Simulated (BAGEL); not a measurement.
# RI-MP2/cc-pVDZ (density fitting with qzvpp-jkfit) run of CH3ClGe (SMILES [CH3][Ge][Cl])

Aim: the energy change on altering one bond length of CH3ClGe at RI-MP2/cc-pVDZ (density fitting with qzvpp-jkfit), from 2 runs. 

Program for the calculation: BAGEL 1.2.2.

**1. The structure to begin with**

CH3ClGe: 6 atoms, total charge 0, spin state singlet. As SMILES, `[CH3][Ge][Cl]`. The coordinates come from a PBE0-D4/def2-TZVP relaxation.

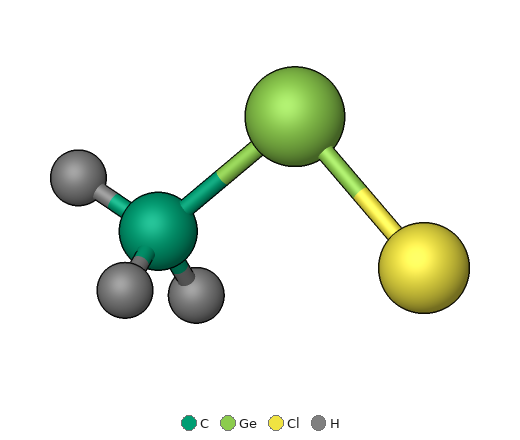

The structure, seen from a chosen angle (carbon teal, germanium green, chlorine yellow, hydrogen grey).

**2. The energy at RI-MP2/cc-pVDZ (density fitting with qzvpp-jkfit)**

input.json reads:

```json
{ "bagel": [

{
  "title": "molecule",
  "basis": "cc-pvdz.json",
  "df_basis": "qzvpp-jkfit",
  "angstrom": true,
  "geometry": [
    { "atom": "C", "xyz": [   -0.360100,    0.453000,   -0.235800 ] },
    { "atom": "Ge", "xyz": [    1.405300,    0.063600,    0.581100 ] },
    { "atom": "Cl", "xyz": [    1.099300,   -2.105300,    0.776300 ] },
    { "atom": "H", "xyz": [   -0.475600,    1.516600,   -0.454300 ] },
    { "atom": "H", "xyz": [   -1.154600,    0.132300,    0.445100 ] },
    { "atom": "H", "xyz": [   -0.472200,   -0.124300,   -1.158500 ] }
  ]
},
{
  "title": "hf"
},
{
  "title": "mp2",
  "ncore": 15
}

]}
```

The basis set cc-pVDZ is read from a file made from the Basis Set Exchange's data (not shown).

The run is started by

```console
BAGEL_NUM_THREADS=1 BAGEL input.json > input.out
```

The log of the run:

```text
* using 1 threads per process

  ===============================================================
  ===============================================================

  *** Geometry ***

  { "atom" : "C", "xyz" : [     -0.680490,      0.856046,     -0.445597 ] },
  { "atom" : "Ge", "xyz" : [      2.655632,      0.120187,      1.098120 ] },
  { "atom" : "Cl", "xyz" : [      2.077376,     -3.978440,      1.466994 ] },
  { "atom" : "H", "xyz" : [     -0.898754,      2.865959,     -0.858503 ] },
  { "atom" : "H", "xyz" : [     -2.181878,      0.250011,      0.841117 ] },
  { "atom" : "H", "xyz" : [     -0.892329,     -0.234893,     -2.189248 ] },

  Number of auxiliary basis functions:      523

  Since a DF basis is specified, we compute 2- and 3-index integrals:
    o Being stored without compression. Storage requirement is 0.023 GB

  Number of basis functions:       74
  Number of electrons      :       58

    * METHOD: MOLECULE                             0.27

  *** RHF ***

  === Nuclear Repulsion ===
   236.6079907662

      * DIIS with orbital gradients will be used.

  === RHF iteration (cc-pvdz.json) ===
      0      -2574.33869537          0.01454722           0.10
      1      -2574.45551761          0.00750622           0.09
      2      -2574.48276874          0.00129061           0.08
      3      -2574.48453351          0.00023982           0.07
      4      -2574.48459948          0.00008846           0.07
      5      -2574.48461066          0.00003050           0.09
      6      -2574.48461159          0.00000603           0.09
      7      -2574.48461164          0.00000204           0.09
      8      -2574.48461165          0.00000078           0.09
      9      -2574.48461165          0.00000023           0.09
     10      -2574.48461165          0.00000006           0.09
     11      -2574.48461165          0.00000002           0.09
     12      -2574.48461165          0.00000001           0.09
    * SCF iteration converged.

    * Permanent dipole moment:
           (    0.243962,    -0.985261,     0.253097) a.u.

    * METHOD: HF                                   1.37

  *** RHF ***

  === Nuclear Repulsion ===
   236.6079907662

      * DIIS with orbital gradients will be used.

  === RHF iteration (cc-pvdz.json) ===
      0      -2574.48461165          0.00000000           0.09
    * SCF iteration converged.

    * Permanent dipole moment:
           (    0.243962,    -0.985262,     0.253097) a.u.

  === DF-MP2 calculation ===

    * freezing 15 orbitals
    * 3-index integral transformation done
    * assembly done

      MP2 correlation energy:   -0.3723573076      0.03

      MP2 total energy:       -2574.8569689549

    * METHOD: MP2                                  0.22

  ===============================================================
```

Run time: 2 s. Hardware: 1 thread of Arm Neoverse V2, shared host; peak memory 0.12 GiB.

**3. The distorted shape, same level**

mp2.json reads:

```json
{ "bagel": [

{
  "title": "molecule",
  "basis": "cc-pvdz.json",
  "df_basis": "qzvpp-jkfit",
  "angstrom": true,
  "geometry": [
    { "atom": "C", "xyz": [   -0.889735,    0.569823,   -0.480877 ] },
    { "atom": "Ge", "xyz": [    1.405300,    0.063600,    0.581100 ] },
    { "atom": "Cl", "xyz": [    1.099300,   -2.105300,    0.776300 ] },
    { "atom": "H", "xyz": [   -1.005235,    1.633423,   -0.699377 ] },
    { "atom": "H", "xyz": [   -1.684235,    0.249123,    0.200023 ] },
    { "atom": "H", "xyz": [   -1.001835,   -0.007477,   -1.403577 ] }
  ]
},
{ "title": "hf" },
{ "title": "mp2", "ncore": 15 }

]}
```

The basis set cc-pVDZ is read from a file made from the Basis Set Exchange's data (not shown).

The run is started by

```console
BAGEL_NUM_THREADS=1 BAGEL mp2.json > mp2.out
```

The log of the run:

```text
* using 1 threads per process

  ===============================================================
  ===============================================================

  *** Geometry ***

  { "atom" : "C", "xyz" : [     -1.681355,      1.076809,     -0.908726 ] },
  { "atom" : "Ge", "xyz" : [      2.655632,      0.120187,      1.098120 ] },
  { "atom" : "Cl", "xyz" : [      2.077376,     -3.978440,      1.466994 ] },
  { "atom" : "H", "xyz" : [     -1.899619,      3.086722,     -1.321631 ] },
  { "atom" : "H", "xyz" : [     -3.182743,      0.470774,      0.377989 ] },
  { "atom" : "H", "xyz" : [     -1.893194,     -0.014129,     -2.652376 ] },

  Number of auxiliary basis functions:      523

  Since a DF basis is specified, we compute 2- and 3-index integrals:
    o Being stored without compression. Storage requirement is 0.023 GB

  Number of basis functions:       74
  Number of electrons      :       58

    * METHOD: MOLECULE                             0.26

  *** RHF ***

  === Nuclear Repulsion ===
   218.1538201032

      * DIIS with orbital gradients will be used.

  === RHF iteration (cc-pvdz.json) ===
      0      -2574.22038228          0.01781681           0.09
      1      -2574.36238818          0.01266461           0.07
      2      -2574.43406735          0.00165966           0.07
      3      -2574.43733951          0.00045636           0.08
      4      -2574.43759221          0.00017071           0.09
      5      -2574.43763648          0.00007121           0.09
      6      -2574.43764113          0.00001002           0.09
      7      -2574.43764123          0.00000271           0.09
      8      -2574.43764123          0.00000128           0.09
      9      -2574.43764123          0.00000029           0.09
     10      -2574.43764123          0.00000009           0.09
     11      -2574.43764123          0.00000003           0.09
     12      -2574.43764123          0.00000001           0.09
     13      -2574.43764123          0.00000000           0.08
    * SCF iteration converged.

    * Permanent dipole moment:
           (   -0.332547,    -0.789288,    -0.024452) a.u.

    * METHOD: HF                                   1.46

  *** RHF ***

  === Nuclear Repulsion ===
   218.1538201032

      * DIIS with orbital gradients will be used.

  === RHF iteration (cc-pvdz.json) ===
      0      -2574.43764123          0.00000000           0.07
    * SCF iteration converged.

    * Permanent dipole moment:
           (   -0.332547,    -0.789288,    -0.024452) a.u.

  === DF-MP2 calculation ===

    * freezing 15 orbitals
    * 3-index integral transformation done
    * assembly done

      MP2 correlation energy:   -0.3757858587      0.03

      MP2 total energy:       -2574.8134270929

    * METHOD: MP2                                  0.17

  ===============================================================
```

Wall time 2.1 s (1 thread of Arm Neoverse V2, shared host); peak memory 0.12 GiB.

**4. Outcome**

Level: RI-MP2/cc-pVDZ (density fitting with qzvpp-jkfit), 15 core orbitals frozen.

| quantity | value |
| --- | --- |
| first shape: total energy | -2574.85697 Eh |
| first shape: correlation energy (15 core orbitals frozen) | -372.4 mEh |
| distorted shape: total energy | -2574.81343 Eh |
| distorted shape: correlation energy (15 core orbitals frozen) | -375.8 mEh |
| energy change with the C1–Ge2 bond stretched from 1.984 to 2.579 Å | 1.185 eV |

With the C1–Ge2 bond stretched from 1.984 to 2.579 Å the energy rises by 1.18 eV (114 kJ/mol). The first shape isn't relaxed at this level, so the change isn't measured from a minimum.
